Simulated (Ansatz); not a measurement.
# The cluster TiSe₂: single points with varied inputs

How do the results and run time of the cluster TiSe₂ respond when the settings are drawn wide?

Program: Ansatz 0.2.0, Gaussian basis. Level of theory: the settings change from run to run. These are calculated values, not measurements.

2 further runs of the same task are left out: 1 that didn't finish, 1 set aside as unsound or not needed. Runs told in other sessions of the task aren't counted.

## (1) The relaxed structure

The geometry comes from an earlier relaxation with r2SCAN-D4 in a triple-zeta def2 set; it is a stationary point.

3 atoms, charge 0, spin multiplicity 1.

Atoms are counted from 1 here; the program's logs count them from 0.

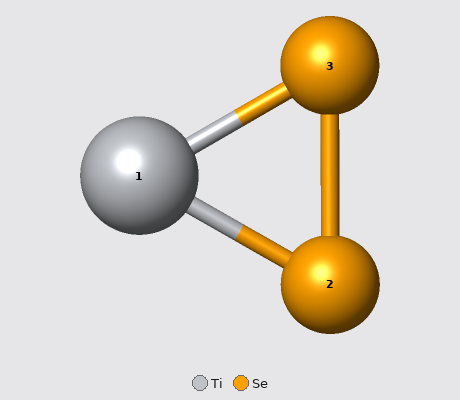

The geometry (titanium light grey, selenium orange); atoms are numbered from 1 in the order of the file.

## (2) wB97X-V/def2-TZVPD

This run has charge +1, multiplicity 2, restricted open-shell orbitals.

Input file in.yaml:

```yaml
crystal:
  periodic: [false, false, false]
  atoms:
    - {symbol: Ti, position_ang: [-0.869280, 1.052334, 0.042483]}
    - {symbol: Se, position_ang: [-0.458923, -1.254731, -0.257054]}
    - {symbol: Se, position_ang: [1.328203, 0.202397, 0.214571]}
basis:
  gaussian: {orbitals: def2-TZVPD}
total_charge: 1
magnetization: {spin_polarized: false, initial_magnetization: 1}
hamiltonian: {xc: {name: wB97X-V}}
scf: {omitted_lower_state_checks: [starts]}
```

Launch:

```console
> ansatz run in.yaml --threads 4 --pin off --events-out ev --progress --plain --max-ram 3916MiB
```

What it wrote:

```text
Functional definition: wB97X-V
  name "wB97X-V"
  cite "Mardirossian & Head-Gordon, Phys. Chem. Chem. Phys. 16, 9904 (2014) doi:10.1039/C3CP54374A"
  cite "Becke, J. Chem. Phys. 107, 8554 (1997) doi:10.1063/1.475007"
  cite "Vydrov & Van Voorhis, J. Chem. Phys. 133, 244103 (2010) doi:10.1063/1.3521275"
  parameter omega = 0.3/bohr
  parameter cx = 0.167
  parameter cx1 = 0.603
  parameter cx2 = 1.194
  parameter css0 = 0.556
  parameter css1 = -0.257
  parameter cos0 = 1.219
  parameter cos1 = -1.850
  parameter b = 6.0
  parameter c = 0.01
  exchange = spin_sum(e_x_unif_sr(omega)*poly(b97_u_x, 1 - cx, cx1, cx2)) + cx*exact_x_sr(omega) + exact_x_lr(omega)
  correlation = spin_sum(e_c_pw_same_spin*poly(b97_u_same, css0, css1))
      + integral(e_c_pw_opposite_spin*poly(b97_u_opposite, cos0, cos1)) + vv10(b, c)
these checks for a lower state are left out or cut short: starts
1150 factors; integrals over basis functions are off by at most 8.1e-4 eV
263 factors; integrals over basis functions are off by at most 5.0e-5 eV
mean field evaluation 1: about -153787.8844 eV, gradient 3.2e1 eV
mean field evaluation 2: about -153787.9558 eV, gradient 3.2e1 eV
mean field evaluation 4: about -153790.4489 eV, gradient 2.6e1 eV
mean field evaluation 8: about -153792.0606 eV, gradient 4.4e-1 eV
mean field evaluation 16: about -153792.1327 eV, gradient 4.5e-1 eV
mean field -153792.14485694 eV, -5651.7570794326 hartree, gradient 4.9e-6 eV, S^2 0.750000; 0 other end points of the search recorded, 0 dependent functions left out
reference -153792.14485509 eV, -5651.7570793646 hartree; 45, 44 occupied and 117, 118 virtual orbitals, 1150 factors
Total energy: -153792.14485509 eV, -5651.7570793646 hartree
Checks for a lower state left out: starts
```

Run time: 18 s. Hardware: 4 threads of INTEL XEON PLATINUM 8581C at 2.10GHz, shared host; peak memory 0.91 GiB.

## (3) B97M-V/cc-pVTZ-DK

Input file in.yaml:

```yaml
crystal:
  periodic: [false, false, false]
  atoms:
    - {symbol: Ti, position_ang: [-0.869280, 1.052334, 0.042483]}
    - {symbol: Se, position_ang: [-0.458923, -1.254731, -0.257054]}
    - {symbol: Se, position_ang: [1.328203, 0.202397, 0.214571]}
basis:
  gaussian: {orbitals: cc-pVTZ-DK}
hamiltonian: {xc: {name: B97M-V}}
output: {forces: true}
```

Launched as before.

What it wrote, cut to the lines that bear on the results:

```text
Functional definition: B97M-V
  name "B97M-V"
  cite "Mardirossian & Head-Gordon, J. Chem. Phys. 142, 074111 (2015) doi:10.1063/1.4907719"
  cite "Becke, J. Chem. Phys. 107, 8554 (1997) doi:10.1063/1.475007"
  cite "Vydrov & Van Voorhis, J. Chem. Phys. 133, 244103 (2010) doi:10.1063/1.3521275"
  # Of w^i u^j: cxij and so on, Table III.
[...]
  gx(w, u) = cx00 + cx01*u + cx02*u^2 + (cx10 + cx11*u)*w
  gss(w, u) = css00 + css02*u^2 + css10*w + (css32*w^3 + css42*w^4)*u^2
  gos(w, u) = cos00 + cos01*u + cos03*u^3 + cos10*w + cos32*w^3*u^2
[...]
      + integral(e_c_pw_mod_opposite_spin*gos(b97_w_opposite, b97_u_opposite)) + vv10(b, c)
1242 factors; their error is unknown
[...]
mean field -155438.01274627 eV, -5712.2416087563 hartree, gradient 1.8e-5 eV, S^2 0.000000; 11 other end points of the search recorded, 0 dependent functions left out
[...]
reference -155438.01280263 eV, -5712.2416108275 hartree; 45, 45 occupied and 109, 109 virtual orbitals, 1242 factors
Total energy: -155438.01280263 eV, -5712.2416108275 hartree
Relativity: scalar
Atom 0 at    -0.869280     1.052334     0.042483 Å, force     0.030699    -0.036744    -0.001436 eV/Å
Atom 1 at    -0.458923    -1.254731    -0.257054 Å, force    -0.074844    -0.030443    -0.015030 eV/Å
Atom 2 at     1.328203     0.202397     0.214571 Å, force     0.044145     0.067187     0.016466 eV/Å
Dipole moment:    -0.460453     0.557450     0.022508 e Å
```

Wall time 37 s (4 threads of INTEL XEON PLATINUM 8581C at 2.10GHz, shared host); peak memory 0.55 GiB.

Largest force 0.082 eV/Å, dipole 3.47 D.

## (4) PBE/def2-TZVPP

Set apart from the defaults: the search for lower states set to off.

in.yaml: that of step 3 with these lines changed.

```diff
@@ -7,4 +7,4 @@
 basis:
-  gaussian: {orbitals: cc-pVTZ-DK}
-hamiltonian: {xc: {name: B97M-V}}
-output: {forces: true}
+  gaussian: {orbitals: def2-TZVPP}
+hamiltonian: {xc: {name: PBE}}
+scf: {lower_state_search: off}
```

Same command.

What it wrote, cut to the lines that bear on the results:

```text
Functional definition: PBE
  name "PBE"
  cite "Perdew, Burke & Ernzerhof, Phys. Rev. Lett. 77, 3865 (1996) doi:10.1103/PhysRevLett.77.3865"
  parent pbe
[...]
1206 factors; their error is unknown
[...]
mean field -153788.84157139 eV, -5651.6356859279 hartree, gradient 2.5e-6 eV, S^2 0.000000; 0 other end points of the search recorded, 0 dependent functions left out
reference -153788.84160554 eV, -5651.6356871827 hartree; 45, 45 occupied and 115, 115 virtual orbitals, 1206 factors
Total energy: -153788.84160554 eV, -5651.6356871827 hartree
Checks for a lower state left out: stability, starts, cluster_reference, orbital_swaps, neighbouring_geometries, increment
```

Wall time 1.2 s (4 threads of INTEL XEON PLATINUM 8581C at 2.10GHz, shared host).

## (5) PBE0/def2-TZVPD

Options: the search for lower states set to off.

in.yaml: that of step 4 with these lines changed.

```diff
@@ -7,4 +7,5 @@
 basis:
-  gaussian: {orbitals: def2-TZVPP}
-hamiltonian: {xc: {name: PBE}}
+  gaussian: {orbitals: def2-TZVPD}
+hamiltonian: {xc: {name: PBE0}}
 scf: {lower_state_search: off}
+output: {forces: true}
```

The command is unchanged.

What it wrote, cut to the lines that bear on the results:

```text
Functional definition: PBE0
  name "PBE0"
  cite "Adamo & Barone, J. Chem. Phys. 110, 6158 (1999) doi:10.1063/1.478522"
  cite "Perdew, Burke & Ernzerhof, Phys. Rev. Lett. 77, 3865 (1996) doi:10.1103/PhysRevLett.77.3865"
  parent pbe
[...]
1396 factors; their error is unknown
[...]
mean field -153792.98152675 eV, -5651.7878264813 hartree, gradient 5.8e-6 eV, S^2 0.000000; 0 other end points of the search recorded, 0 dependent functions left out
[...]
reference -153792.98156176 eV, -5651.7878277677 hartree; 45, 45 occupied and 117, 117 virtual orbitals, 1396 factors
Total energy: -153792.98156176 eV, -5651.7878277677 hartree
Atom 0 at    -0.869280     1.052334     0.042483 Å, force     0.061390    -0.073943    -0.002942 eV/Å
Atom 1 at    -0.458923    -1.254731    -0.257054 Å, force    -0.050920     0.020208    -0.003908 eV/Å
Atom 2 at     1.328203     0.202397     0.214571 Å, force    -0.010470     0.053735     0.006851 eV/Å
Dipole moment:    -0.679188     0.822246     0.033198 e Å
Checks for a lower state left out: stability, starts, cluster_reference, orbital_swaps, neighbouring_geometries, increment
```

Run time: 2.6 s. Hardware: 4 threads of INTEL XEON PLATINUM 8581C at 2.10GHz, shared host.

Largest force 0.096 eV/Å, dipole 5.13 D.

## (6) All runs side by side

| level | charge | multiplicity | geometry | functions | energy (eV) | time |
| --- | --- | --- | --- | --- | --- | --- |
| wB97X-V/def2-TZVPD | 1 | 2 | relaxed | 162 | -153792.145 | 18 s |
| B97M-V/cc-pVTZ-DK | 0 | 1 | relaxed | 154 | -155438.013 | 37 s |
| PBE/def2-TZVPP | 0 | 1 | relaxed | 160 | -153788.842 | 1.2 s |
| PBE0/def2-TZVPD | 0 | 1 | relaxed | 162 | -153792.982 | 2.6 s |

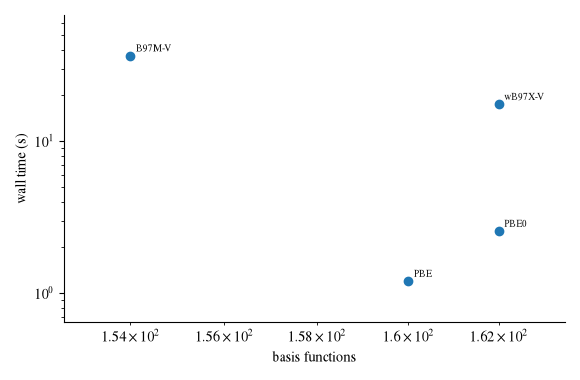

Wall time against the number of basis functions (shared host).

## (7) Results

| quantity | value |
| --- | --- |
| runs | 4 |
| quickest | PBE/def2-TZVPP, 1.2 s |
| slowest | B97M-V/cc-pVTZ-DK, 37 s |
| spread of total energies, same state and geometry | 1649.2 eV |
| dipole, same state and geometry | 3.47 to 5.13 D |

B97M-V/cc-pVTZ-DK took 30 times as long as PBE/def2-TZVPP. The jobs differ in tasks and options as well as level. The totals spread over 1649 eV; they can't be compared across methods or bases. Some of these runs are scalar-relativistic and others not, which shifts the totals of all-electron atoms past neon by several eV an atom and more; core potentials, where a basis has them, take the core out of the total altogether. At the r2SCAN-D4/def2-TZVP geometry and in the same state, the sound runs without point charges leave forces up to 0.10 eV/Å (PBE0/def2-TZVPD).
